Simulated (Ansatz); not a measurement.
# AlH2O (SMILES [O][AlH2]) at UHF/3-21G

Aim: the electronic atomisation energy of AlH2O at UHF/3-21G, from 4 runs. 

The results are computed with Ansatz 0.2.0.

43 further runs of the same task are left out: 1 that didn't finish, 42 set aside as unsound or not needed.

## Step 1: Starting point

The species is AlH2O (4 atoms), meant as a doublet with charge 0. As SMILES, `[O][AlH2]`. Geometry: relaxed at PBE0-D4/def2-TZVP.

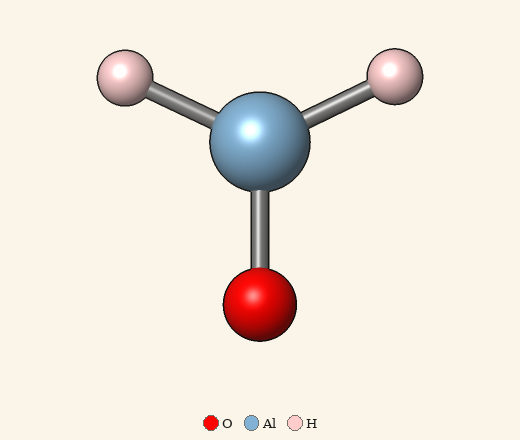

The structure, seen from a chosen angle (oxygen red, aluminium light blue, hydrogen pink).

## Step 2: The energy at UHF/3-21G

input.yaml

```yaml
crystal:
  periodic: [false, false, false]
  atoms:
    - symbol: O
      position_ang: [0.062600, -0.856300, 1.401400]
    - symbol: Al
      position_ang: [0.011300, 0.029900, -0.080400]
    - symbol: H
      position_ang: [-1.149600, -0.360800, -1.076000]
    - symbol: H
      position_ang: [1.131100, 1.126800, -0.265300]
basis:
  gaussian: {orbitals: 3-21G.json}
magnetization: {spin_polarized: true, initial_magnetization: 1}
hamiltonian: {xc: hf}
accuracy: high
output: {orbitals: {seedname: orbitals}}
```

The basis set 3-21G is read from a file made from the Basis Set Exchange's data (not shown).

Command:

```console
ansatz run input.yaml --threads 1 --pin off --max-ram 3480MiB --events-out events.jsonl --progress --plain --runs-dir runs
```

Log:

```text
Warning: RAYON_NUM_THREADS=1 ignored (pool sized by the plan → 1); use --threads N
Functional definition: HF
  name "HF"
  exchange = exact_x
  correlation = 0
513 factors; integrals over basis functions are off by at most 3.8e-9 eV
mean field evaluation 1: about -8593.4784 eV, gradient 3.5e1 eV
mean field evaluation 2: about -8593.4821 eV, gradient 3.5e1 eV
mean field evaluation 4: about -8602.3114 eV, gradient 8.7e0 eV
mean field evaluation 8: about -8603.6703 eV, gradient 2.6e-1 eV
mean field evaluation 16: about -8603.4934 eV, gradient 1.3e0 eV
mean field evaluation 32: about -8603.5188 eV, gradient 4.0e-1 eV
mean field evaluation 64: about -8603.6648 eV, gradient 3.4e-1 eV
mean field evaluation 96: about -8602.2217 eV, gradient 2.9e-1 eV
mean field evaluation 128: about -8596.2704 eV, gradient 3.8e0 eV
mean field evaluation 160: about -8594.7707 eV, gradient 4.3e0 eV
mean field -8603.67193506 eV, -316.1791118350 hartree, gradient 4.0e-8 eV, S^2 0.756400; 2 other end points of the search recorded, 0 dependent functions left out
reference -8603.67193506 eV, -316.1791118350 hartree; 12, 11 occupied and 14, 15 virtual orbitals, 513 factors
Total energy: -8603.67193506 eV, -316.1791118350 hartree
```

Run time: 0.36 s. Hardware: 1 thread of Arm Neoverse V2, shared host.

## Step 3: The Al atom at the same level

in.yaml

```yaml
basis:
  gaussian: {orbitals: 3-21G.json}
crystal:
  periodic: [false, false, false]
  atoms:
    - symbol: Al
      position_ang: [0.000000, 0.000000, 0.000000]
magnetization: {spin_polarized: true, initial_magnetization: 1}
hamiltonian: {xc: hf}
accuracy: high
```

The basis set 3-21G is read from a file made from the Basis Set Exchange's data (not shown).

Command:

```console
ansatz run in.yaml --threads 1 --pin off --max-ram 3480MiB --events-out events.jsonl --progress --plain --runs-dir runs
```

Log:

```text
Warning: RAYON_NUM_THREADS=1 ignored (pool sized by the plan → 1); use --threads N
Functional definition: HF
  name "HF"
  exchange = exact_x
  correlation = 0
79 factors; integrals over basis functions are off by at most 3.6e-9 eV
mean field evaluation 1: about -6545.6346 eV, gradient 2.0e0 eV
mean field evaluation 2: about -6545.6359 eV, gradient 2.0e0 eV
mean field evaluation 4: about -6545.7301 eV, gradient 8.9e-2 eV
mean field evaluation 8: about -6545.7274 eV, gradient 4.0e-9 eV
mean field evaluation 16: about -6544.9870 eV, gradient 3.2e0 eV
mean field evaluation 32: about -6545.7273 eV, gradient 6.6e-2 eV
mean field evaluation 64: about -6545.7274 eV, gradient 6.7e-8 eV
mean field -6545.72741561 eV, -240.5510456702 hartree, gradient 4.0e-8 eV, S^2 0.750099; 2 other end points of the search recorded, 0 dependent functions left out
reference -6545.72741561 eV, -240.5510456702 hartree; 7, 6 occupied and 6, 7 virtual orbitals, 79 factors
Total energy: -6545.72741561 eV, -240.5510456702 hartree
```

Run time: 0.06 s. Hardware: 1 thread of Arm Neoverse V2, shared host.

## Step 4: The H atom at the same level

job.yaml

```yaml
crystal:
  periodic: [false, false, false]
  atoms:
    - {symbol: H, position_ang: [0.000000, 0.000000, 0.000000]}
basis:
  gaussian:
    orbitals: 3-21G.json
magnetization:
  spin_polarized: true
  initial_magnetization: 1
hamiltonian:
  xc: hf
accuracy: high
```

The basis set 3-21G is read from a file made from the Basis Set Exchange's data (not shown).

Run the same way, it converges to -0.49620 Eh (log not shown).

## Step 5: The O atom at the same level

input.yaml

```yaml
crystal:
  periodic: [false, false, false]
  atoms:
    - {symbol: O, position_ang: [0.000000, 0.000000, 0.000000]}
basis:
  gaussian: {orbitals: 3-21G.json}
magnetization: {spin_polarized: true, initial_magnetization: 2}
hamiltonian: {xc: hf}
accuracy: high
```

The basis set 3-21G is read from a file made from the Basis Set Exchange's data (not shown).

Run the same way, it converges to -74.39366 Eh (log not shown).

## Step 6: Outcome

At UHF/3-21G:

| quantity | value |
| --- | --- |
| molecule: total energy | -316.17911 Eh |
| molecule: HOMO energy (highest over α and β) | -12.13 eV |
| molecule: LUMO energy (lowest over α and β) | 1.47 eV |
| molecule: ⟨S²⟩ | 0.756 |
| Al atom: total energy | -240.55105 Eh |
| Al atom: ⟨S²⟩ | 0.750 |
| H atom: total energy | -0.49620 Eh |
| H atom: ⟨S²⟩ | 0.750 |
| O atom: total energy | -74.39366 Eh |
| O atom: ⟨S²⟩ | 2.001 |
| electronic atomisation energy | 6.585 eV |

In words: Taking the molecule apart into free atoms costs 6.59 eV (152 kcal/mol), before zero-point energy and without spin-orbit coupling. Hartree–Fock lacks the correlation of the bonding pairs, which as a rule makes this value much too low; in minimal bases other errors can mask that. The basis has no polarisation functions, which makes bonds too weak.
